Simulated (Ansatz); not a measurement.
Species, as SMILES: N#P (N-P).
Atoms: N1, P2. Bonds: N1-P2.

Basis-set convergence of the optimised N1-P2 bond length at B3LYP with Ansatz (an electronic-structure program). Cartesian d functions, on some or all atoms, in 6-31+G*, 6-311+G**; all else is spherical. The program fits the integrals of some runs and decomposes those of others, by size. No added dispersion term, no relativity. Reference: the value in pcseg-4, 1.4799 Å, itself unsure by roughly 0.0002 Å (its mean distance from aug-pcseg-3, aug-cc-pV(Q+d)Z, cc-pV(5+d)Z). Deviations are taken from unrounded values.

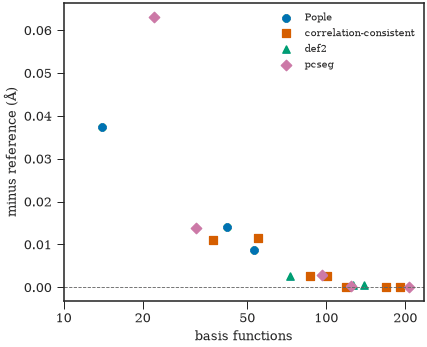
Figure. Deviation from the reference against the number of basis functions, by family of sets.

| basis | functions | optimised N1-P2 bond length (Å) | minus reference (Å) |
|---|---|---|---|
| STO-3G | 14 | 1.5173 | 0.0373 |
| pcseg-0 | 22 | 1.5431 | 0.0632 |
| pcseg-1 | 32 | 1.4937 | 0.0138 |
| cc-pV(D+d)Z | 37 | 1.4910 | 0.0110 |
| 6-31+G* | 42 | 1.4939 | 0.0140 |
| 6-311+G** | 53 | 1.4887 | 0.0087 |
| aug-cc-pV(D+d)Z | 55 | 1.4914 | 0.0114 |
| def2-TZVPP | 73 | 1.4825 | 0.0026 |
| jun-cc-pV(T+d)Z | 87 | 1.4826 | 0.0027 |
| aug-pcseg-2 | 96 | 1.4828 | 0.0028 |
| aug-cc-pV(T+d)Z | 101 | 1.4826 | 0.0026 |
| cc-pV(Q+d)Z | 119 | 1.4801 | 0.0002 |
| pcseg-3 | 124 | 1.4802 | 0.0003 |
| def2-QZVPP | 127 | 1.4805 | 0.0006 |
| def2-QZVPPD | 139 | 1.4805 | 0.0006 |
| aug-cc-pV(Q+d)Z | 169 | 1.4801 | 0.0001 |
| cc-pV(5+d)Z | 191 | 1.4801 | 0.0001 |
| pcseg-4 | 206 | 1.4799 | 0.0000 |
